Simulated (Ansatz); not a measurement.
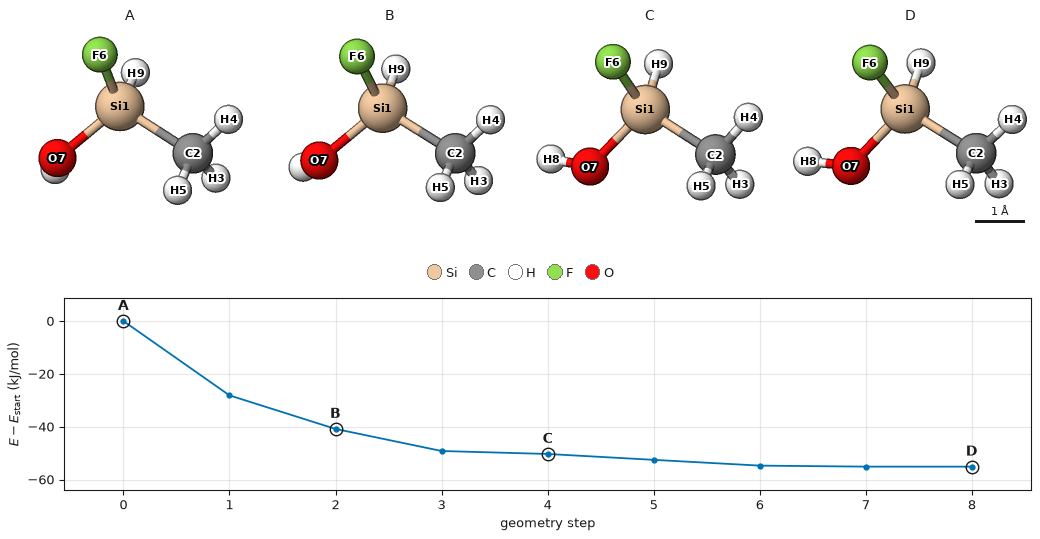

Frames of a relaxation of CH$_{5}$FOSi, marked on the history of the run. A ball-and-stick model, seen at a tilt.

The run prepares the start of a later molecular dynamics calculation, from a guessed geometry.

Theory: RKS BHLYP-D4/6-31G (Ansatz).

The input:
```yaml
crystal:
  periodic: [false, false, false]
  atoms:
    - { symbol: Si, position_ang: [0.0, 0.0, 0.0] }
    - { symbol: C, position_ang: [0.0, 0.0, 1.87] }
    - { symbol: H, position_ang: [-0.9996, -0.3092, 2.2405] }
    - { symbol: H, position_ang: [0.7676, -0.7111, 2.2405] }
    - { symbol: H, position_ang: [0.232, 1.0203, 2.2405] }
    - { symbol: F, position_ang: [1.4994, 0.0, -0.5295] }
    - { symbol: O, position_ang: [-0.7913, 1.3709, -0.5594] }
    - { symbol: H, position_ang: [-1.7491, 1.1401, -0.7818] }
    - { symbol: H, position_ang: [-0.6877, -1.1914, -0.4862] }
basis:
  gaussian: { orbitals: "6-31G" }
hamiltonian:
  xc: { name: BHLYP }
  dispersion: d4
relax:
  f_tol: 0.02
  max_steps: 40
```

Launched with:
```bash
ansatz run input.yaml --threads 1 --pin off --max-ram 2048MiB --backend cpu --events-out ev --progress --plain --runs-dir out
```

Question: What happens along the run?

Answer: H8 moves most after the best rigid fit: 0.65 Å. By element the largest moves are H 0.65 Å, O 0.48 Å, F 0.26 Å, Si 0.17 Å, C 0.07 Å. Among the contacts that change: Si1–F6 1.590 → 1.683 Å, O7–H8 1.010 → 0.954 Å, Si1–H9 1.459 → 1.487 Å, C2–H3 1.110 → 1.086 Å. Bond angles that change, for instance: Si1–O7–H8 109.5° → 130.5°, C2–Si1–H9 109.5° → 115.4°, F6–Si1–H9 109.5° → 104.9°. Groups turn about Si1–O7 by about 85°. After 8 geometry steps the energy has fallen by 55.1 kJ/mol. The largest force component goes from 3 to 0.0072 eV/Å. From step 0 to 2: H8 moves most (0.25 Å), energy −40.8 kJ/mol. From step 2 to 4: H8 moves most (0.37 Å), energy −9.48 kJ/mol. From step 4 to 8: H8 moves most (0.11 Å), energy −4.81 kJ/mol.

```tsv
step	E − E(0), kJ/mol	largest force component, eV/Å
0	0.00	2.9706
1	-28.14	1.5724
2	-40.85	0.5824
3	-49.20	0.2661
4	-50.32	0.5047
5	-52.55	1.2303
6	-54.73	0.4275
7	-55.12	0.0251
8	-55.13	0.0072
```

Limits of the set-up: the basis has no polarisation functions, which atoms past neon need.
